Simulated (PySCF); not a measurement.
H₅LiNSi, charge +1, SMILES `[Li+].[SiH3]N`.

Computed with PySCF, BP86/def2-TZVP, geometry: GFN2-xTB. The pair's geometry is semi-empirical, so its contact may be too short or too long. GFN2-xTB bond lengths at metals and heavier atoms can be off by up to 0.1 Å and shapes distorted, which carries into these values.

Input

```python
import numpy as np
from pyscf import gto, scf, dft
from pyscf.scf import atom_ks, atom_hf
from scipy.linalg import block_diag

def solve(mol, dm0=None, hcore=None):
    mf = (dft.UKS if mol.spin else dft.RKS)(mol, xc='bp86')
    mf.grids.level = 3
    mf = mf.density_fit(auxbasis='def2-universal-jkfit')
    mf.conv_tol, mf.max_cycle = 1e-8, 80
    if hcore is not None:
        mf.get_hcore = lambda *args: hcore
    mf.kernel(dm0)
    if not mf.converged:
        mf = mf.newton().run(mf.mo_coeff, mf.mo_occ, max_cycle=30)
    assert mf.converged, 'SCF not converged'
    return mf

mol = gto.M(atom='''
Li    -2.42616    -0.81477     0.00031
Si     0.85312    -0.12448    -0.00004
N     -0.88355     0.41074    -0.00010
H      0.91601    -0.90195     1.23797
H      0.91588    -0.90273    -1.23756
H      1.69779     1.06629     0.00054
H     -1.00508     1.02485    -0.80450
H     -1.00500     1.02536     0.80388
''', basis='def2-tzvp', charge=1, spin=0, verbose=4)
mf = solve(mol)
mf.analyze()
# spherically averaged free atoms, for the promolecule
atm = atom_ks.get_atm_nrks(mol, xc='bp86')
pro = block_diag(*[(atm[a[0]][2] * atm[a[0]][3]) @ atm[a[0]][2].T for a in mol._atom])
np.savez('result.npz', e=mf.e_tot, c=mf.mo_coeff, occ=mf.mo_occ, eps=mf.mo_energy, pro=pro, dip=mf.dip_moment(verbose=0), s2=mf.spin_square()[0])
```

Command:

```sh
OMP_NUM_THREADS=1 python input.py
```

The run took 21 s on 1 thread of Intel(R) Xeon(R) Processor @ 2.50GHz (Skylake/Cascade Lake), with other jobs on the host, peak memory 0.41 GiB.

Partitions, critical points and surface values were worked out afterwards from this run's density.

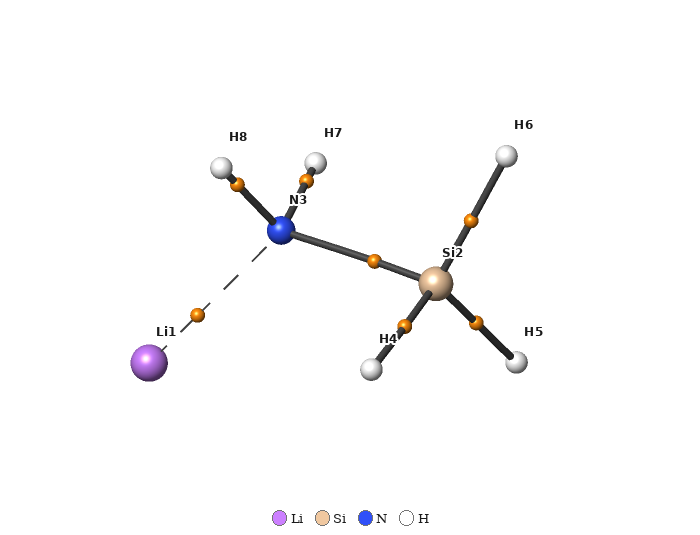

Molecular graph of the electron density (QTAIM): bond paths, bond critical points (orange), ring points (yellow, if any); weak paths are dashed.

### How many critical points of each kind are there, and does the count close?

8 nuclei, 7 bond, 0 ring and 0 cage critical points: 8 − 7 + 0 − 0 = 1, as the Poincaré–Hopf relation requires.

### Tabulate density, Laplacian, ellipticity and energy density at the bond critical points (atomic units).

```tsv
bond	length (Å)	ρ (a.u.)	∇²ρ (a.u.)	ε	H (a.u.)
N3–H8 (2 alike)	1.019	0.328	−1.51	0.03	−0.439
Si2–H6	1.460	0.129	+0.15	0.01	−0.083
Si2–H4 (2 alike)	1.463	0.127	+0.16	0.02	−0.082
Si2–N3	1.817	0.110	+0.35	0.04	−0.051
Li1–N3	1.970	0.036	+0.20	0.02	+0.004
```

### What kind of interaction is Si2–N3?

Polar or intermediate (positive Laplacian, negative energy density H): ρ = 0.110, ∇²ρ = +0.35, H = −0.051 a.u.

### Are there bond paths between atoms that aren't covalently bonded?

Yes: Li1–N3 (1.97 Å, ρ = 0.036).
